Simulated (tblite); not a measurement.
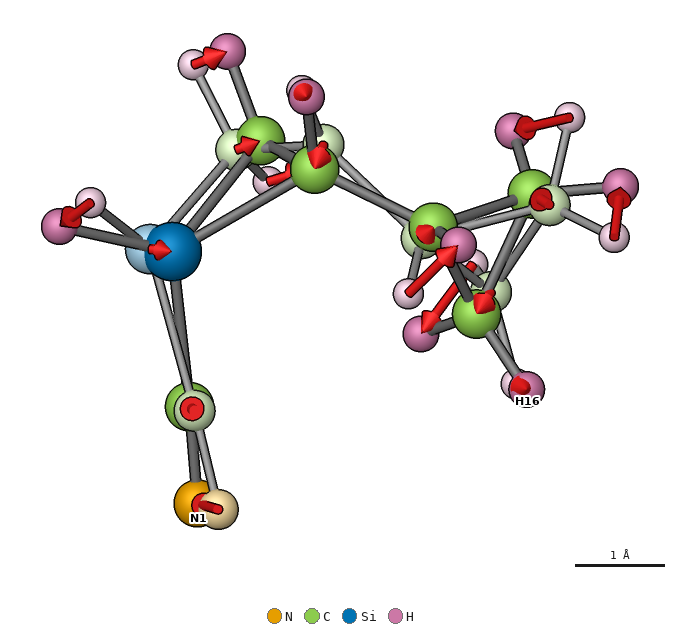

A relaxation of C6H9NSi. The starting structure is drawn faded, the final one solid; red arrows show the displacements, at their true length. The two geometries are superimposed by the best rigid fit.

The picture is a ball-and-stick view, seen face on.

These are results of GFN2-xTB geometry optimisation, gas phase (tblite), not measurements. 

### Describe the change and its energy.

After 137 geometry steps the energy has fallen by 30.3 kcal/mol. An H atom moves most after the best rigid fit: 1.13 Å. By element the largest moves are H 1.13 Å, N 0.89 Å, C 0.50 Å, Si 0.29 Å. Among the contacts that change: C–Si 2.289 → 1.898 Å, C–Si 1.768 → 1.883 Å, C–C 1.467 → 1.536 Å, C–C 1.546 → 1.495 Å. New bonds form, among them: C–Si (2.29 → 1.90 Å). Bond angles that change, for instance: Si–C–C 89.6° → 66.6°, H–C–H 104.1° → 111.3°, C–Si–H 118.0° → 124.3°.
